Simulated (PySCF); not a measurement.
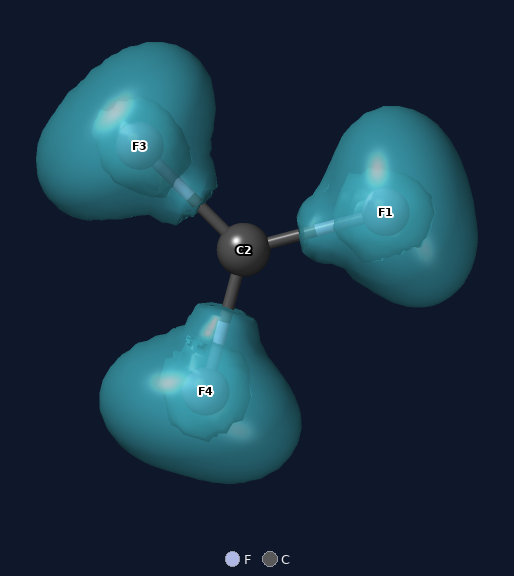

The picture shows: CF3 (SMILES FC(F)=[F+]) (charge +1). Isosurface of the ELF at 0.75 (cyan), seen across its widest extent. Core shells and regions of very low density are left out.

Geometry: PBE0-D3(BJ)/ma-def2-SVP.

Computed with DFT single point, gas phase, functional wB97X in PySCF 2.14.0, density-fitted response routines.

```tsv
atom	x (Å)	y (Å)	z (Å)
F	0.6817	-1.0235	-0.0758
C	0.0106	0.0047	-0.0229
F	0.5621	1.1022	-0.0510
F	-1.2135	-0.0644	0.0582
```

Describe the localisation domains.

At this value the surface marks out three regions on F in which the atom's valence shell and bonds are merged.

Values along the shortest contacts:
C–F (1.23 Å): the ELF peaks at about 0.85 between the atoms, as expected for a shared but strongly polarised pair.
